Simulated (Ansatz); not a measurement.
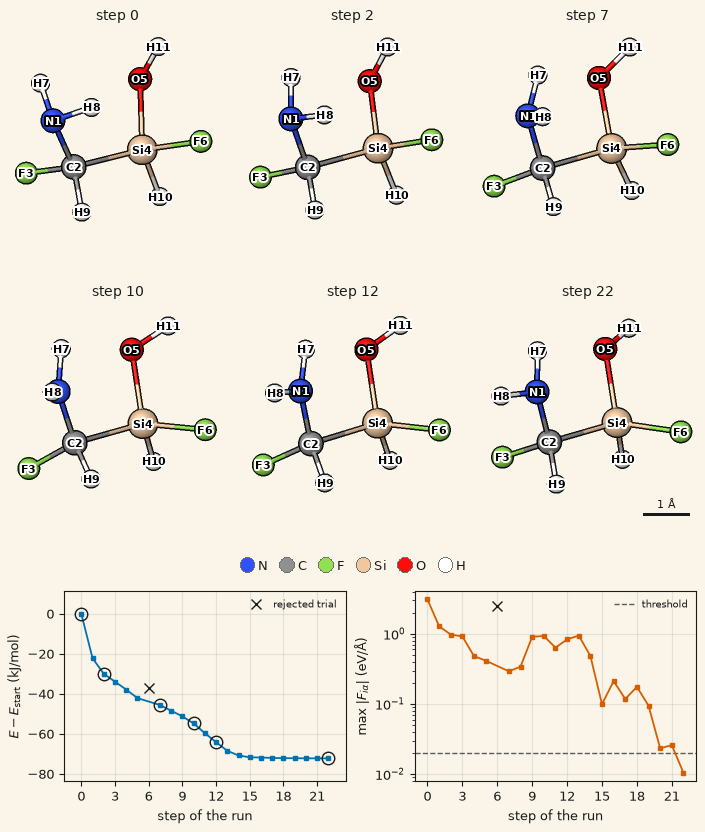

Frames of a relaxation of CH₅F₂NOSi, marked on the history of the run. A ball-and-stick model, seen from a free direction.

The run prepares an end point of a later path (hydrogen shift) calculation, from a guessed geometry.

Level of theory: Ansatz, RKS LDA/def2-SVP.

The input:
```yaml
crystal:
  periodic: [false, false, false]
  atoms:
    - { symbol: "N", position_ang: [0.0417, -1.7659, 0.0798] }
    - { symbol: C, position_ang: [0.7836, -0.5572, 0.4578] }
    - { symbol: F, position_ang: [1.8987, -0.6068, -0.2894] }
    - { symbol: Si, position_ang: [0.0127, 1.1203, 0.127] }
    - { symbol: O, position_ang: [-0.6277, 1.2806, -1.4443] }
    - { symbol: F, position_ang: [-1.3819, 1.1682, 1.0487] }
    - { symbol: H, position_ang: [-0.066, -1.7196, -0.943] }
    - { symbol: H, position_ang: [-0.9046, -1.6382, 0.4551] }
    - { symbol: H, position_ang: [1.0671, -0.6135, 1.5564] }
    - { symbol: H, position_ang: [0.8005, 2.2695, 0.5011] }
    - { symbol: H, position_ang: [-1.5587, 1.0056, -1.5285] }
basis:
  gaussian: { orbitals: def2-SVP }
hamiltonian:
  xc: lda
relax:
  f_tol: 0.02
  max_steps: 50
```

Command:
```bash
ansatz run input.yaml --threads 2 --pin off --max-ram 3072MiB --backend cpu --events-out ev --progress --plain --runs-dir out
```

Q: Describe the path.

A: H8 moves most after the best rigid fit: 1.35 Å. Largest moves by element: H 1.35 Å, O 0.57 Å, F 0.41 Å, N 0.33 Å, C 0.17 Å, Si 0.16 Å. Among the contacts that change: N1–C2 1.468 → 1.385 Å, C2–F3 1.343 → 1.421 Å, Si4–H10 1.443 → 1.497 Å, Si4–O5 1.704 → 1.653 Å. Among the angles between lasting bonds that change: C2–Si4–O5 113.7° → 101.6°, N1–C2–Si4 118.9° → 107.8°, C2–N1–H8 105.6° → 116.6°. Groups turn about Si4–O5 by about 100°, C2–Si4 by about 20°. The energy falls by 72.2 kJ/mol in 21 accepted moves (22 points after the start). The largest force component goes from 3.1 to 0.01 eV/Å. The line search rejected the trial step at point 6 of the run. Cost: 70 s on 2 threads of Arm Neoverse N1, on a shared host, peak memory 0.17 GiB. From step 0 to 2: H7 moves most (0.37 Å), energy −30.0 kJ/mol. From step 2 to 7: H8 moves most (0.38 Å), energy −15.5 kJ/mol. From step 7 to 10: H8 moves most (0.44 Å), energy −9.22 kJ/mol. From step 10 to 12: H8 moves most (0.28 Å), energy −9.34 kJ/mol. From step 12 to 22: H11 moves most (0.28 Å), energy −8.09 kJ/mol.

```json
{"step": "0", "E − E(0), kJ/mol": "0.00", "largest force component, eV/Å": "3.0994", "note": ""}
{"step": "1", "E − E(0), kJ/mol": "-22.16", "largest force component, eV/Å": "1.2874", "note": ""}
{"step": "2", "E − E(0), kJ/mol": "-29.98", "largest force component, eV/Å": "0.9766", "note": ""}
{"step": "3", "E − E(0), kJ/mol": "-33.86", "largest force component, eV/Å": "0.9198", "note": ""}
{"step": "4", "E − E(0), kJ/mol": "-37.82", "largest force component, eV/Å": "0.4820", "note": ""}
{"step": "5", "E − E(0), kJ/mol": "-42.08", "largest force component, eV/Å": "0.4158", "note": ""}
{"step": "6", "E − E(0), kJ/mol": "-37.12", "largest force component, eV/Å": "2.4676", "note": "rejected"}
{"step": "7", "E − E(0), kJ/mol": "-45.53", "largest force component, eV/Å": "0.2924", "note": ""}
{"step": "8", "E − E(0), kJ/mol": "-48.38", "largest force component, eV/Å": "0.3413", "note": ""}
{"step": "9", "E − E(0), kJ/mol": "-51.19", "largest force component, eV/Å": "0.9075", "note": ""}
{"step": "10", "E − E(0), kJ/mol": "-54.75", "largest force component, eV/Å": "0.9335", "note": ""}
{"step": "11", "E − E(0), kJ/mol": "-59.58", "largest force component, eV/Å": "0.6355", "note": ""}
{"step": "12", "E − E(0), kJ/mol": "-64.08", "largest force component, eV/Å": "0.8344", "note": ""}
{"step": "13", "E − E(0), kJ/mol": "-68.42", "largest force component, eV/Å": "0.9451", "note": ""}
{"step": "14", "E − E(0), kJ/mol": "-70.73", "largest force component, eV/Å": "0.4859", "note": ""}
{"step": "15", "E − E(0), kJ/mol": "-71.65", "largest force component, eV/Å": "0.0994", "note": ""}
{"step": "16", "E − E(0), kJ/mol": "-71.77", "largest force component, eV/Å": "0.2121", "note": ""}
{"step": "17", "E − E(0), kJ/mol": "-71.97", "largest force component, eV/Å": "0.1177", "note": ""}
{"step": "18", "E − E(0), kJ/mol": "-72.09", "largest force component, eV/Å": "0.1759", "note": ""}
{"step": "19", "E − E(0), kJ/mol": "-72.10", "largest force component, eV/Å": "0.0946", "note": ""}
{"step": "20", "E − E(0), kJ/mol": "-72.17", "largest force component, eV/Å": "0.0233", "note": ""}
{"step": "21", "E − E(0), kJ/mol": "-72.17", "largest force component, eV/Å": "0.0259", "note": ""}
{"step": "22", "E − E(0), kJ/mol": "-72.18", "largest force component, eV/Å": "0.0104", "note": ""}
```
